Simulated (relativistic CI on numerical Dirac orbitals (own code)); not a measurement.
```
atom Mo  Z=42  charge=2  electrons=40
nucleus A=98  rms_radius_fm=4.4091
hamiltonian dirac-coulomb  breit=on  qed=on  c_scale=1
orbitals kli  potential=per-configuration
slater_scale 1
correlation none
mixing on
configurations
  [Kr] 4d4
  [Ne] 3s2 3p5 3d10 4s2 4p6 4d5
end
absorption M2,3 T=300 lorentz=2 gauss=0.4
crystal_field D3d 10Dq=15050 Dsigma=-860 Dtau=-270
```

Multiplet model: relativistic Dirac–Coulomb–Breit theory, one configuration a step, Slater integrals scaled by 1, 300 K, Voigt broadening (Lorentzian 2 eV, Gaussian 0.4 eV full widths), computed with a radial Dirac CI code.

The M₂,₃ X-ray absorption spectrum that results:

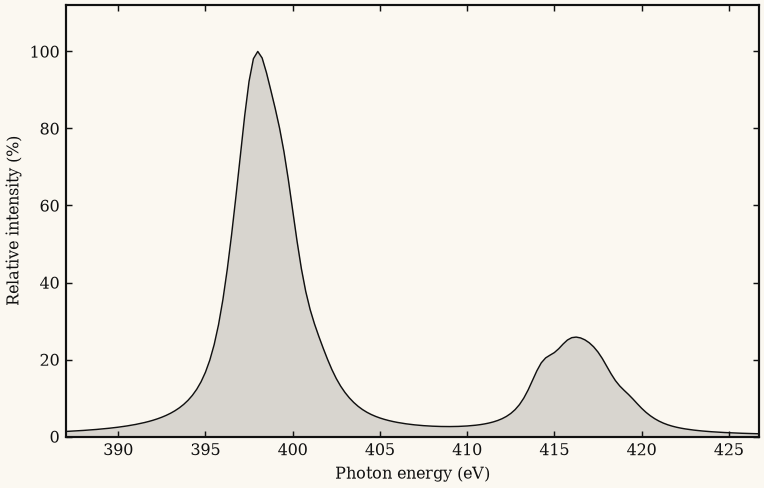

The main maxima lie at 398.0 eV (100) and 416.2 eV (26), heights in % of the largest; the centroid is at 402.8 eV. The lower edge holds 0.76 of the intensity (branching ratio, edges parted at 411 eV), and the core spin-orbit splitting of the orbitals is 17.9 eV. The ground state has S = 1.93.

Note: free-ion energies, so absolute edge positions are off by a few eV from solids.
